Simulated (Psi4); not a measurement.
**SiH4 (silane): CCD/aug-cc-pCVDZ (density fitting, density fitting for correlation)**

What is the energy change on altering one bond length of SiH4 (silane) at CCD/aug-cc-pCVDZ (density fitting, density fitting for correlation)? 

The results are computed with Psi4 1.11.

2 further runs of the same task are left out: 1 that didn't finish, 1 set aside as unsound or not needed.

## 1. The system as given

SiH4 has 5 atoms, charge 0, and is taken as a singlet. SMILES: `[SiH4]`. The shape is that of a PBE0-D4/def2-TZVP optimisation.

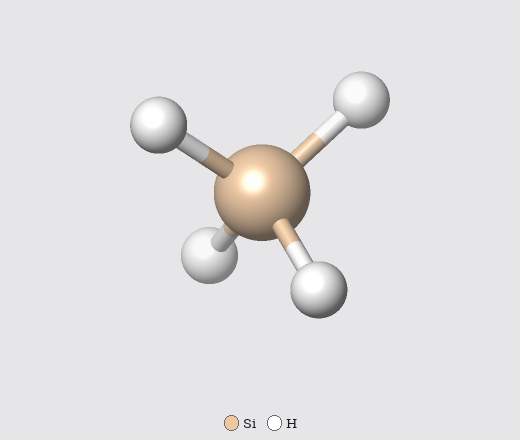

Viewed from a chosen angle; silicon light orange, hydrogen white.

## 2. A single-point energy at CCD/aug-cc-pCVDZ (density fitting, density fitting for correlation)

h4si.xyz

```xyz
5
H4Si
Si     0.000000     0.000000    -0.000100
H      0.967600    -0.688400     0.890900
H     -1.331000     0.044900     0.656000
H     -0.105100    -0.740300    -1.282600
H      0.468500     1.383800    -0.264200
```

job.py

```python
import psi4

psi4.set_memory(1600000000)
psi4.set_num_threads(1)
psi4.core.set_output_file('psi4.out', False)

with open('h4si.xyz') as f:
    atoms = ''.join(f.readlines()[2:])
geom = psi4.geometry('0 1\n' + atoms + 'symmetry c1\nno_reorient\nno_com')

psi4.set_options({
    'basis': 'aug-cc-pCVDZ',
    'scf_type': 'df',
    'freeze_core': True,
    'cc_type': 'df',
})

e, wfn = psi4.energy('ccd', return_wfn=True)
print(f'ccd energy: {e:.10f} Eh')
```

Started as:

```sh
$ python job.py
```

psi4.out (excerpt; [...] marks lines left out):

```text
[...]
  Running in c1 symmetry.
[...]
  Nuclear repulsion =   21.270588269772578
[...]
  Multiplicity = 1
[...]
  Nalpha       = 9
  Nbeta        = 9
[...]
    Number of basis functions: 72
[...]
   @DF-RHF iter   1:  -291.21552900266505   -4.90910e-01   2.54823e-03 ADIIS/DIIS
[...]
   @DF-RHF iter   8:  -291.24416158950407   -4.60432e-12   2.12658e-09 DIIS
[...]
    Orbital Energies [Eh]
    ---------------------
    Doubly Occupied:
       1A    -68.786434     2A     -6.133507     3A     -4.239738
       4A     -4.239738     5A     -4.239738     6A     -0.731925
       7A     -0.484403     8A     -0.484378     9A     -0.484360
[...]
  @DF-RHF Final Energy:  -291.24416158950407
   => Energetics <=
    Nuclear Repulsion Energy =             21.2705882697725777
    One-Electron Energy =                -445.3810564575045987
    Two-Electron Energy =                 132.8663065982279079
    Total Energy =                       -291.2441615895040741
[...]
 Multipole Moments:
 ------------------------------------------------------------------------------------
     Multipole            Electronic (a.u.)      Nuclear  (a.u.)        Total (a.u.)
 ------------------------------------------------------------------------------------
 L = 1.  Multiply by 2.5417464519 to convert [e a0] to [Debye]
 Dipole X            :         -0.0000016            0.0000000           -0.0000016
 Dipole Y            :         -0.0000097            0.0000000           -0.0000097
 Dipole Z            :          0.0022223           -0.0024566           -0.0002344
 Magnitude           :                                                    0.0002346
[...]
	DF-MP2 Total Energy (a.u.)         :  -291.36636034196482
[...]
```

The script printed:

```text
ccd energy: -291.3971227273 Eh
```

Wall time 3.9 s (1 thread of Intel Xeon Platinum 8259CL at 2.50GHz (Skylake/Cascade Lake), shared host); peak memory 0.27 GiB.

## 3. The distorted shape at the same level

calc.inp

```
memory 1.6 GB

molecule geom {
  0 1
  Si
  H 1 1.484596
  H 1 1.484602 2 109.45802
  H 1 1.484553 2 109.4747 3 -119.99887
  H 1 1.6331 4 109.47908 2 120.00377
  units angstrom
  symmetry c1
  no_reorient
  no_com
}

set basis aug-cc-pCVDZ
set reference rhf
set scf_type df
set freeze_core true
set cc_type df

energy('ccd')
print_variables()
```

Started as:

```sh
$ psi4 -i calc.inp -o calc.out -n 1
```

calc.out (excerpt; [...] marks lines left out):

```text
[...]
  Running in c1 symmetry.
[...]
  Nuclear repulsion =   20.785405107128160
[...]
  Multiplicity = 1
[...]
  Nalpha       = 9
  Nbeta        = 9
[...]
    Number of basis functions: 72
[...]
   @DF-RHF iter   1:  -291.20967826843849   -5.32140e-01   2.50035e-03 ADIIS/DIIS
[...]
   @DF-RHF iter   8:  -291.23793956803695   -1.10276e-11   6.01292e-09 DIIS
[...]
    Orbital Energies [Eh]
    ---------------------
    Doubly Occupied:
       1A    -68.798069     2A     -6.142573     3A     -4.249074
       4A     -4.249074     5A     -4.248466     6A     -0.725729
       7A     -0.487399     8A     -0.487359     9A     -0.463083
[...]
  @DF-RHF Final Energy:  -291.23793956803695
   => Energetics <=
    Nuclear Repulsion Energy =             20.7854051071281596
    One-Electron Energy =                -444.3450376280759428
    Two-Electron Energy =                 132.3216929529108086
    Total Energy =                       -291.2379395680369498
[...]
 Multipole Moments:
 ------------------------------------------------------------------------------------
     Multipole            Electronic (a.u.)      Nuclear  (a.u.)        Total (a.u.)
 ------------------------------------------------------------------------------------
 L = 1.  Multiply by 2.5417464519 to convert [e a0] to [Debye]
 Dipole X            :         -0.1803240            0.0994270           -0.0808970
 Dipole Y            :          0.1034853           -0.0570058            0.0464795
 Dipole Z            :          0.0731126           -0.0402658            0.0328468
 Magnitude           :                                                    0.0989120
[...]
	DF-MP2 Total Energy (a.u.)         :  -291.36044841571515
[...]
```

It took 3.9 s on 1 thread of Intel Xeon Platinum 8259CL at 2.50GHz (Skylake/Cascade Lake), shared host; peak memory 0.27 GiB.

## 4. Summary of results

Level: CCD/aug-cc-pCVDZ (density fitting, density fitting for correlation), 5 core orbitals frozen.

```
                                                          quantity          value
                                         first shape: total energy  -291.39712 Eh
                  first shape: HOMO energy (Hartree–Fock orbitals)      -13.18 eV
                  first shape: LUMO energy (Hartree–Fock orbitals)        1.01 eV
                first shape: HOMO–LUMO gap (Hartree–Fock orbitals)       14.19 eV
          first shape: correlation energy (5 core orbitals frozen)     -153.0 mEh
                                     distorted shape: total energy  -291.39163 Eh
              distorted shape: HOMO energy (Hartree–Fock orbitals)      -12.60 eV
              distorted shape: LUMO energy (Hartree–Fock orbitals)        1.00 eV
            distorted shape: HOMO–LUMO gap (Hartree–Fock orbitals)       13.60 eV
      distorted shape: correlation energy (5 core orbitals frozen)     -153.7 mEh
energy change with the Si1–H5 bond stretched from 1.485 to 1.633 Å       0.150 eV
```

With the Si1–H5 bond stretched from 1.485 to 1.633 Å the energy rises by 0.15 eV (3.4 kcal/mol). The first shape isn't relaxed at this level, so the change isn't measured from a minimum.
